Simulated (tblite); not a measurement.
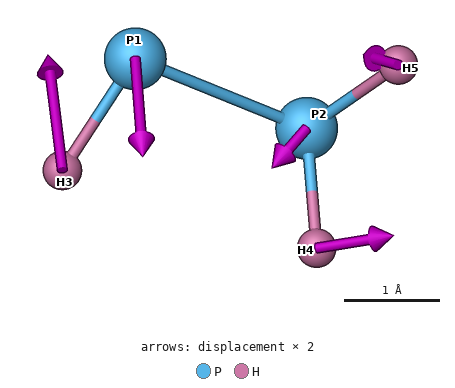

A relaxation of P2H3 (charge −1). The starting structure is drawn; purple arrows show the displacements, magnified 2 times. The two geometries are superimposed by the best rigid fit.

The picture is a ball-and-stick view, seen at a tilt.

Theory: tblite 0.8.0, GFN2-xTB geometry optimisation, gas phase. 

Q: Describe the change and its energy.

A: The energy falls by 34.3 kJ/mol in 33 geometry steps. The largest move after the best rigid fit is that of H3, 0.74 Å. By element the largest moves are H 0.74 Å, P 0.65 Å. Some distances before and after: P1–P2 2.197 → 2.087 Å, P1–H3 1.422 → 1.370 Å, P2–H5 1.426 → 1.401 Å, P2–H4 1.418 → 1.400 Å. Bond angles that change, for instance: H4–P2–H5 96.3° → 88.6°, P2–P1–H3 95.3° → 90.4°, P1–P2–H4 98.5° → 101.8°. Groups turn about P1–P2 by about 80°.
